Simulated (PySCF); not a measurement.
**Run report: Al12N12H14, excited-state calculation**

Al12N12H14, computed with TDDFT CAM-B3LYP/def2-SVP, vertical, gas phase, core orbitals frozen in the response, virtual orbitals cut by energy (PySCF 2.14.0).

The geometry comes from this level: GFN2-xTB.

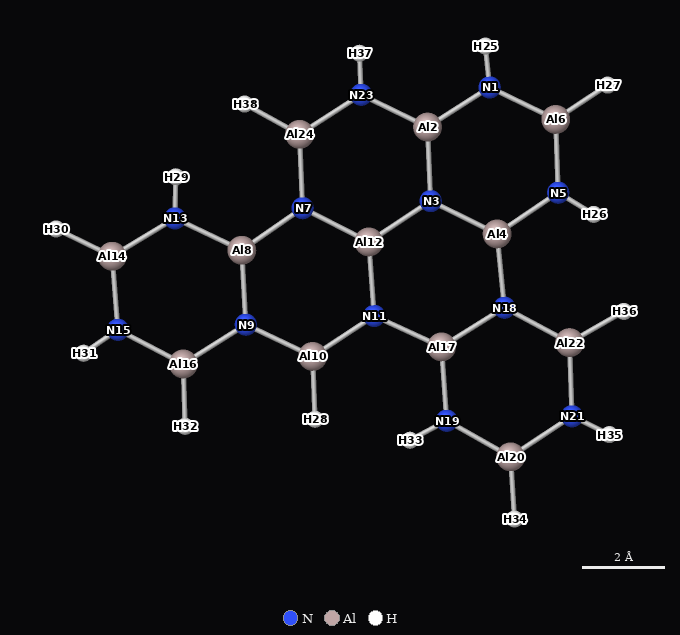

*The structure as given in the input (ball-and-stick view, seen on its broad side; atoms are numbered from 1 in the order of the input). Sticks mark near contacts.*

## The input
```
{"job": {"kind": "uv", "basis": "def2-SVP", "grid": 1, "kgrid": 0, "vcut": 1.5, "nstates": 6, "ntriplets": 2, "tda": false, "delta": ["ip_vertical"], "pop": true, "xc": "CAM-B3LYP"}, "charge": 0, "multiplicity": 1}
N      5.177934    -0.465807    -0.000315
Al     3.623016     0.456992    -0.001994
N      2.034553    -0.423372    -0.001372
Al     2.045555    -2.237144    -0.001091
N      3.624864    -3.119909     0.001452
Al     5.203365    -2.263416    -0.001406
N      0.468808     2.299602    -0.000680
Al    -1.126102     3.166388     0.000484
N     -2.712225     2.262637     0.001331
Al    -2.672166     0.450509     0.001118
N     -1.106636    -0.449862    -0.000504
Al     0.456447     0.479175    -0.001627
N     -1.163215     4.978522     0.000760
Al    -2.685643     5.934501     0.001239
N     -4.235017     5.003915     0.000357
Al    -4.263774     3.197775     0.001189
Al    -1.044040    -2.263293    -0.000428
N      0.509122    -3.206964    -0.000713
N     -2.604937    -3.185285     0.000473
Al    -2.693756    -4.980393     0.001478
N     -1.126129    -5.877005    -0.000310
Al     0.460745    -5.015169    -0.001544
N      3.600374     2.263848    -0.000396
Al     2.052513     3.175587    -0.001995
H      6.035935     0.080832    -0.001129
H      3.538436    -4.135286     0.001193
H      6.528470    -3.022126    -0.000909
H     -4.025165    -0.289808     0.001207
H     -0.242701     5.416435     0.000234
H     -2.703740     7.460561     0.002093
H     -5.127296     5.494648     0.000002
H     -5.611711     2.474123     0.001919
H     -3.438158    -2.598092     0.000749
H     -4.013068    -5.746907     0.003909
H     -1.116689    -6.894961    -0.000739
H      1.742446    -5.859714    -0.002619
H      4.490995     2.754037    -0.000655
H      2.111989     4.709617    -0.002782
```

The first line tells a small driver script what to run in PySCF; the rest is the geometry in Å.

Run on 4 CPU threads, shared host.

Run as:
```bash
OMP_NUM_THREADS=4 python <driver script> task.json out
```

## The program's output
```
start: PBE on a coarse grid of 39135 points
cycle   1  E = -3570.0792231758  dE =  2.605e+00  |g| = 2.257e+00  |ddm| = 7.444e+00
cycle   2  E = -3563.8804161391  dE =  6.199e+00  |g| = 5.092e+00  |ddm| = 7.267e+00
cycle   3  E = -3571.2032664406  dE = -7.323e+00  |g| = 4.125e-01  |ddm| = 6.051e+00
cycle   4  E = -3571.2481144449  dE = -4.485e-02  |g| = 2.883e-01  |ddm| = 1.018e+00
cycle   5  E = -3571.2683535352  dE = -2.024e-02  |g| = 1.557e-01  |ddm| = 4.058e-01
cycle   6  E = -3571.2744355032  dE = -6.082e-03  |g| = 2.726e-02  |ddm| = 1.526e-01
cycle   7  E = -3571.2745885896  dE = -1.531e-04  |g| = 1.289e-02  |ddm| = 3.393e-02
cycle   8  E = -3571.2746275284  dE = -3.894e-05  |g| = 4.544e-03  |ddm| = 1.359e-02
final grid: 160627 points
cycle   9  E = -3574.0843477332  dE = -1.864e-02  |g| = 1.239e-01  |ddm| = 4.140e-01
cycle  10  E = -3574.0831042045  dE =  1.244e-03  |g| = 1.452e-01  |ddm| = 1.982e-01
cycle  11  E = -3574.0878293849  dE = -4.725e-03  |g| = 1.253e-02  |ddm| = 1.148e-01
cycle  12  E = -3574.0878655562  dE = -3.617e-05  |g| = 7.238e-03  |ddm| = 1.746e-02
cycle  13  E = -3574.0878757183  dE = -1.016e-05  |g| = 6.192e-04  |ddm| = 5.737e-03
cycle  14  E = -3574.0878762834  dE = -5.651e-07  |g| = 2.971e-04  |ddm| = 1.118e-03
cycle  15  E = -3574.0878782980  dE = -2.015e-06  |g| = 1.697e-04  |ddm| = 4.268e-04
cycle  16  E = -3574.0878751760  dE =  3.122e-06  |g| = 3.075e-05  |ddm| = 1.763e-04
converged SCF energy = -3574.0878751760
Vertical ionisation energy (delta-SCF) = 8.5360 eV   <S^2> = 0.767

Static polarisability (au): isotropic 321.135, principal 195.296 363.307 404.803

Singlet excitations
state   eV       nm        f      main configurations
  1   5.3656    231.1   0.00034   H->L 0.53
  2   5.4177    228.9   0.00001   H-3->L 0.23, H-1->L 0.21, H->L 0.12
  3   5.5348    224.0   0.00015   H-2->L 0.31, H-1->L 0.20, H->L+1 0.12
  4   5.6324    220.1   0.00008   H-3->L 0.32, H->L+2 0.11, H-4->L 0.11
  5   5.7530    215.5   0.00091   H-4->L 0.36, H-1->L+2 0.15, H-2->L+1 0.08
  6   5.8830    210.7   0.00006   H-5->L 0.26, H-2->L+1 0.16, H-4->L+1 0.10

Triplet excitations (Tamm-Dancoff, eV): 5.1152 5.1507
```

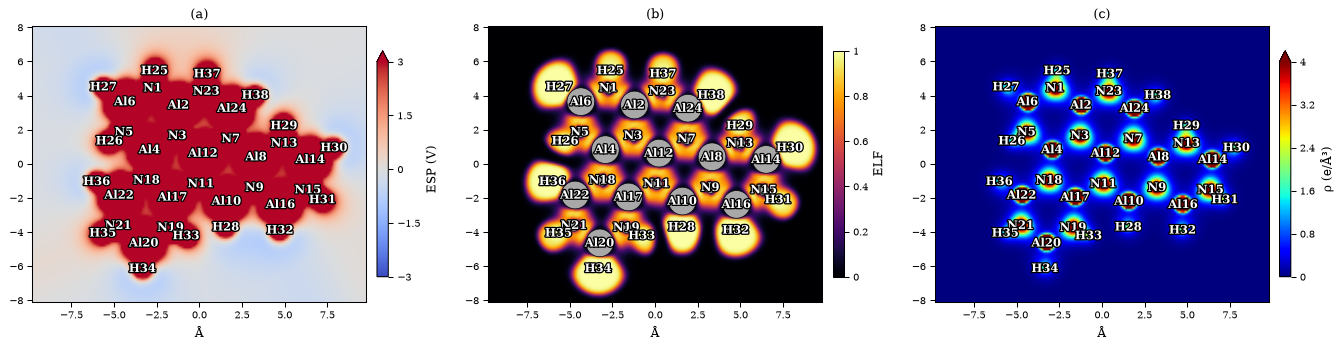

*(a) molecular electrostatic potential; (b) ELF; (c) total electron density on the molecular plane. Grey discs, where drawn, cover atomic cores.*

Al–H (1.53 Å): ρ is about 0.57 e/Å³ halfway; the ELF climbs to about 1 towards the hydrogen.

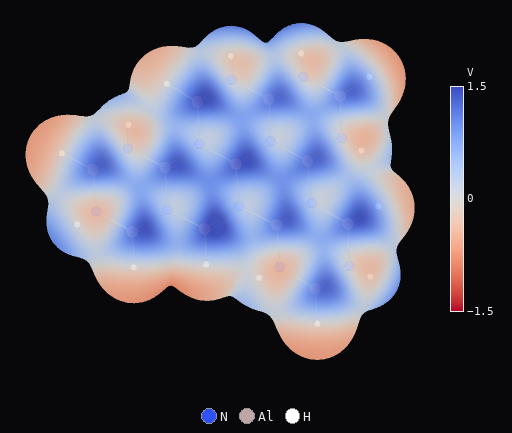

*The electrostatic potential painted on the density surface at 0.001 e/bohr³, seen at a tilt; the colour scale runs from red (negative) to blue (positive).*

Its dipole moment is 1.40 D.

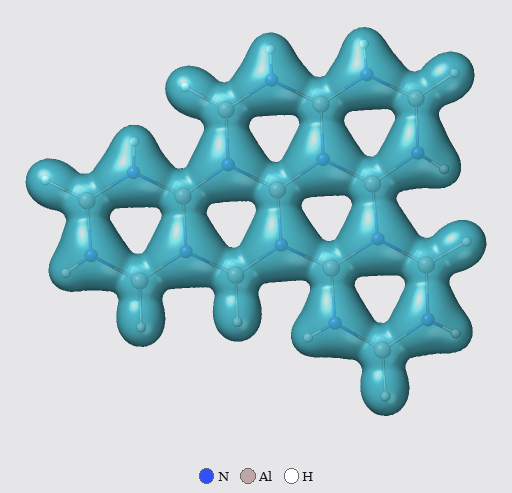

*Isosurface of the electron density at 0.2 e/Å³ (cyan), seen face on.*

At this value the surface is in one piece. On the grid the lowest density along these lines, outside the cores, is 0.68 e/Å³ (Al–N, 1.80 Å), 2.1 e/Å³ (N–H, 1.02 Å) and 0.57 e/Å³ (Al–H, 1.53 Å).

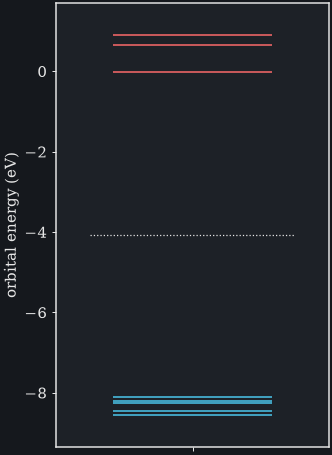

*Orbital energies near the frontier; the dotted line parts filled from empty levels, and levels within 0.02 eV of each other stand side by side.*

Highest filled −8.11 eV, lowest empty −0.03 eV, 8.08 eV apart.

## Summary

- outcome: converged
- total energy: −3574.087875 hartree
- HOMO: −8.11 eV
- LUMO: −0.03 eV
- dipole moment: 1.40 D
- mean polarisability: 321.14 a.u.
- vertical ionisation energy: 8.54 eV
- lowest singlet excitation: 5.37 eV
- wall time: 3.9 min (CPU time 14 min)
- peak memory: 2.8 GiB
